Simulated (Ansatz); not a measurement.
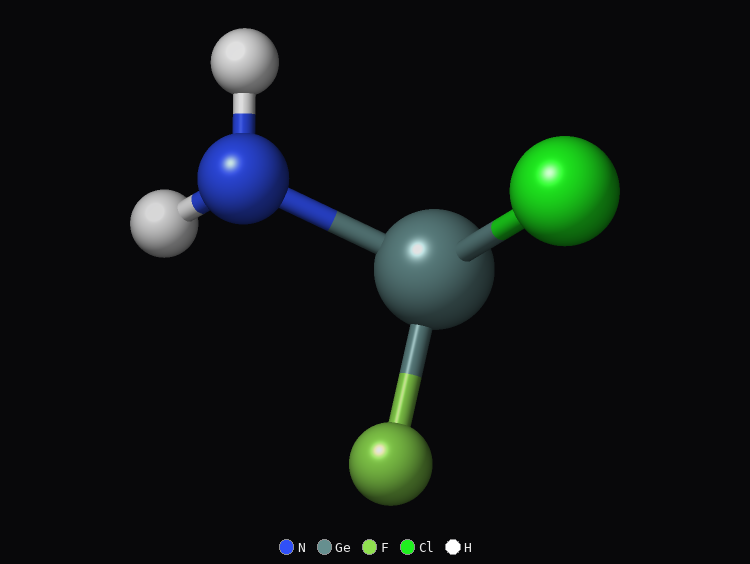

State: neutral, doublet. The computed structure is the end point of a PBE-D4/def2-SVP optimisation. No frequency run is at hand to confirm it as a minimum.

Draw it as a skeletal formula.

SMILES: [NH2][Ge]([F])[Cl]

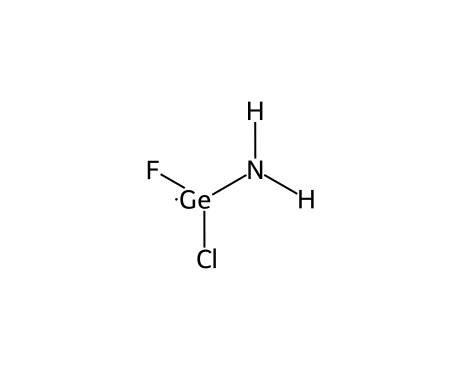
